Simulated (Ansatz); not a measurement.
Ga2O3 (beta-Ga2O3 type, space group C2/m): energy against volume

Ga$_{2}$O$_{3}$ (beta-Ga2O3 type, space group C2/m)

```yaml
crystal:
  lattice:
    - [6.12784, -1.51953, 0.00000]
    - [6.12784, 1.51953, 0.00000]
    - [-1.38609, 0.00000, 5.64055]
  atoms:
    - { symbol: Ga, position: [0.09052, 0.09052, 0.79479] }
    - { symbol: Ga, position: [0.90948, 0.90948, 0.20521] }
    - { symbol: Ga, position: [0.65873, 0.65873, 0.31448] }
    - { symbol: Ga, position: [0.34127, 0.34127, 0.68552] }
    - { symbol: O, position: [0.16422, 0.16422, 0.10916] }
    - { symbol: O, position: [0.83578, 0.83578, 0.89084] }
    - { symbol: O, position: [0.17334, 0.17334, 0.56352] }
    - { symbol: O, position: [0.82666, 0.82666, 0.43648] }
    - { symbol: O, position: [0.49628, 0.49628, 0.25624] }
    - { symbol: O, position: [0.50372, 0.50372, 0.74376] }
```

Equation-of-state scan: isotropic scaling of the cell above, V₀ being its volume. The atoms relax within the cell's symmetry.

Computed with r2SCAN (plane waves to 500 eV, PAW, scalar-relativistic; Ansatz, a quantum-chemistry and plane-wave program). k mesh 11×11×6 (Γ-centred), Fermi-Dirac smearing 0.05 eV. E stands for the smeared free energy. Stress and pressure are positive under compression. With the shape held, the modulus is that of even scaling; a crystal free to change shape is softer. Ga2O3 was relaxed with its symmetry unable to fall. ΔE is measured from the relaxed starting cell.

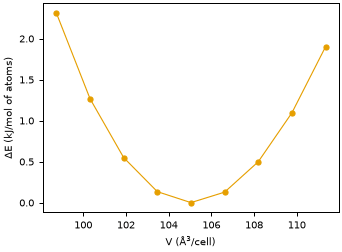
Fig. 1. ΔE (kJ/mol of atoms) against V (Å³/cell); one marker a computed point.

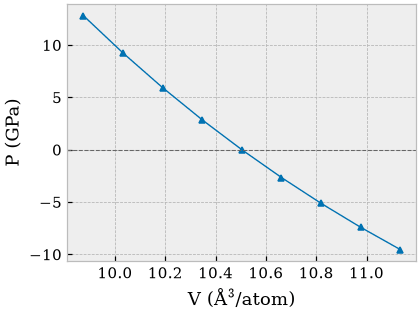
Fig. 1. P (GPa) against V (Å³/atom); one marker a computed point.

The pressure for 5 % compression (fit) comes out as 10.4 GPa and the equilibrium volume of the fit is 10.50 Å³/atom. The pressure at the smallest volume comes out as 12.8 GPa, the pressure derivative B₀′ (fit) is 3.9 and the energy cost of the largest compression is 24.0 meV/atom.

P = (3B₀/2)(x⁷ − x⁵)[1 + ¾(B₀′ − 4)(x² − 1)] with x = (1/0.95)^(1/3), B₀ = 184 GPa and B₀′ = 3.91.

(A scan under strain: stresses follow from slopes of the energy per volume, elastic moduli from its curvatures.)
